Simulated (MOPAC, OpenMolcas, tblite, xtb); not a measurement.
# CH6BSb (SMILES C[BH][SbH2]): methods side by side

The species is CH6BSb (9 atoms), meant as a singlet with charge 0. SMILES: `C[BH][SbH2]`. The shape is that of a PBE0-D4/def2-TZVP optimisation. This is one conformer, not always the lowest.

```tsv
atom	x (Å)	y (Å)	z (Å)
C	-0.6965	0.9767	-0.6005
B	0.3862	-0.1322	-0.5470
Sb	1.4152	-0.7670	1.3237
H	-1.6378	0.4493	-0.8245
H	-0.5517	1.6626	-1.4415
H	-0.8567	1.5453	0.3164
H	0.7527	-0.6535	-1.5622
H	1.2580	-2.4350	1.0192
H	0.0190	-0.6924	2.2992
```

Quantity: the HOMO–LUMO gap, in eV. The values are calculated.

```csv
level,kind,program,value (eV),CPU time
AM1,semi-empirical,MOPAC,9.50,under 2 s
GFN2-xTB,semi-empirical,tblite,2.46,under 2 s
PM6,semi-empirical,MOPAC,8.40,under 2 s
GFN1-xTB,semi-empirical,xtb,2.81,under 2 s
HF/def2-SVPD (core potential),Hartree–Fock,OpenMolcas,10.68,53 s
SVWN5/def2-SVPD (core potential),LDA,OpenMolcas,3.19,98 s
BLYP/def2-SVPD (core potential),GGA,OpenMolcas,3.31,2.1 min
PBE/def2-SVPD (core potential),GGA,OpenMolcas,3.28,2.2 min
revPBE/def2-SVPD (core potential),GGA,OpenMolcas,3.32,2.1 min
TPSS/def2-SVPD (core potential),meta-GGA,OpenMolcas,3.52,2.3 min
```

The values span 2.46 to 10.68 eV. Orbital gaps aren't excitation energies; they tend to grow with the share of exact exchange. Times are those of the runs behind each value, whatever else they computed, on shared processors of several kinds: orders of magnitude only.

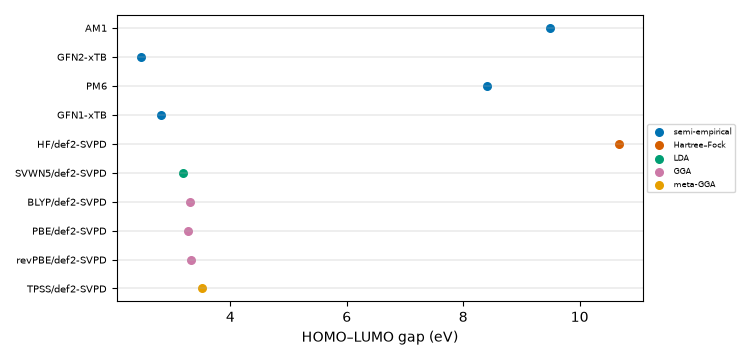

The values of the table, level by level.
